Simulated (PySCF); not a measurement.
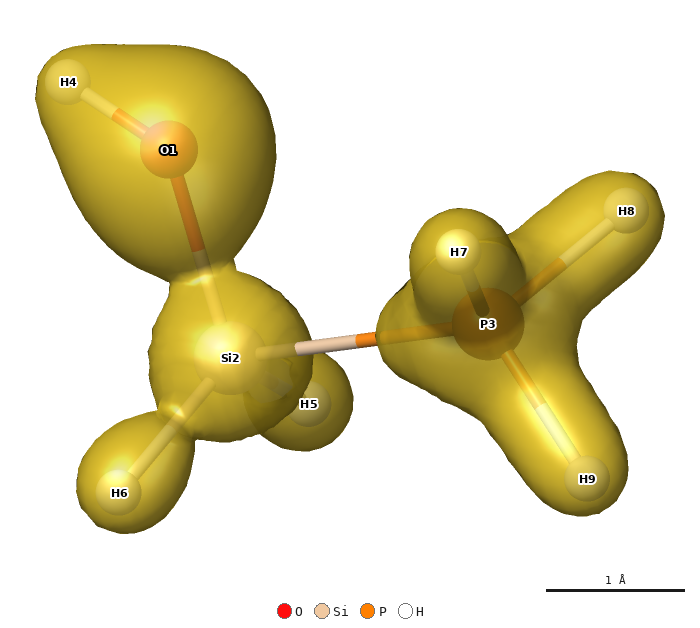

Figure. H₆OPSi (SMILES O[SiH2][PH3+]) (charge +1). Isosurface of the electron density at 0.8 e/Å³ (yellow), seen at a tilt.

Geometry: GFN2-xTB.

All numbers below come from PBE0/pcSseg-1, SCF density, gas phase, non-relativistic (PySCF 2.14.0).

The calculation's input:

```
{"job": {"kind": "nmr", "xc": "PBE0", "basis": "pcSseg-1"}, "charge": 1, "multiplicity": 1}
O     -1.440726     0.905594    -0.391877
Si    -0.977191    -0.482037     0.247682
P      1.305894     0.033662     0.052279
H     -2.308105     1.264085    -0.574066
H     -1.143799    -1.648908    -0.604955
H     -1.181476    -0.610170     1.682402
H      1.722271     1.230536     0.590382
H      1.822867     0.144193    -1.218939
H      2.213826    -0.830962     0.619152
```

Run with:

```sh
OMP_NUM_THREADS=1 python probes_run.py task.json out
```

How is the density connected at this value?

Answer. At this value the surface falls into two separate pieces. It bridges the sampled Si–O (1.60 Å), O–H (0.96 Å) and P–H (1.38 Å) contacts, where the density stays above the isovalue. It is pinched off along the sampled Si–P (2.35 Å) contacts. On the grid the lowest density along these lines, outside the cores, is 1.1 e/Å³ (Si–O, 1.60 Å), 0.5 e/Å³ (Si–P, 2.35 Å), 2.4 e/Å³ (O–H, 0.96 Å) and 1.2 e/Å³ (P–H, 1.38 Å).
